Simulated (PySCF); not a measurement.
C4H7ClOS

```yaml
atoms:
  - { symbol: C, position_ang: [-2.4306, -0.2434, 0.2473] }
  - { symbol: C, position_ang: [-1.0331, 0.1768, 0.5324] }
  - { symbol: C, position_ang: [-0.1294, 0.5952, -0.3355] }
  - { symbol: Cl, position_ang: [-0.3799, 0.7957, -2.0306] }
  - { symbol: S, position_ang: [1.5462, 1.0928, 0.2261] }
  - { symbol: C, position_ang: [2.3679, -0.3872, -0.5173] }
  - { symbol: O, position_ang: [1.5347, 0.8642, 1.6679] }
  - { symbol: H, position_ang: [-3.1232, 0.3771, 0.8147] }
  - { symbol: H, position_ang: [-2.6584, -0.1587, -0.8120] }
  - { symbol: H, position_ang: [-2.5763, -1.2758, 0.5632] }
  - { symbol: H, position_ang: [-0.7040, 0.1311, 1.5637] }
  - { symbol: H, position_ang: [1.9179, -1.2843, -0.1076] }
  - { symbol: H, position_ang: [3.4187, -0.3421, -0.2513] }
  - { symbol: H, position_ang: [2.2489, -0.3420, -1.5932] }
```

Geometry: GFN2-xTB.

Level of theory: PBE0/pcSseg-1, SCF density, gas phase, non-relativistic (PySCF 2.14.0).

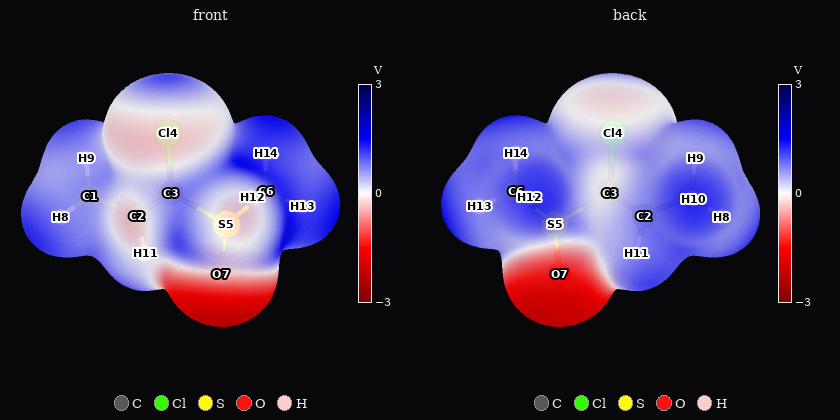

Figure 1. The electrostatic potential painted on the density surface at 0.004 e/bohr³, seen from the front and from behind; red is negative and blue positive.

Q: Where is the surface potential most negative and most positive?

A: The most negative region (about −2.1 V) lies over O7, the most positive (about +1.6 V) over S5. Cl4 shows a σ-hole: about +1.1 V at the tip opposite its bond, against about +0.2 V on its flanks. O7 is the likeliest acceptor of a hydrogen bond.

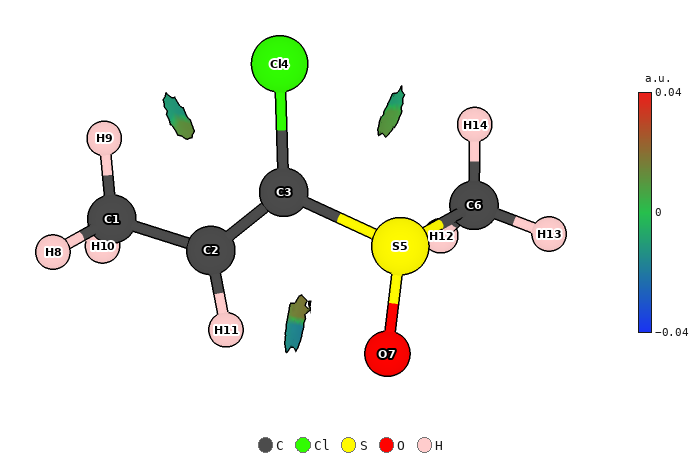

Figure 2. Non-covalent interaction (NCI) plot: the surface where the reduced density gradient is 0.4, for densities under 0.05 a.u., coloured by sign(λ₂)ρ; seen at a tilt.

Q: What holds or crowds the atoms apart from the covalent bonds?

A:
- Between H9 and C1 on one side and Cl4 and C3 on the other: a weak contact, attractive (blue-green) on one side and crowded (olive to red) on the other
- Between H11 and C2 on one side and O7 on the other: a weak contact, attractive (blue-green) on one side and crowded (olive to red) on the other
- Near H14, C6 and Cl4: mostly steric crowding (olive to red)
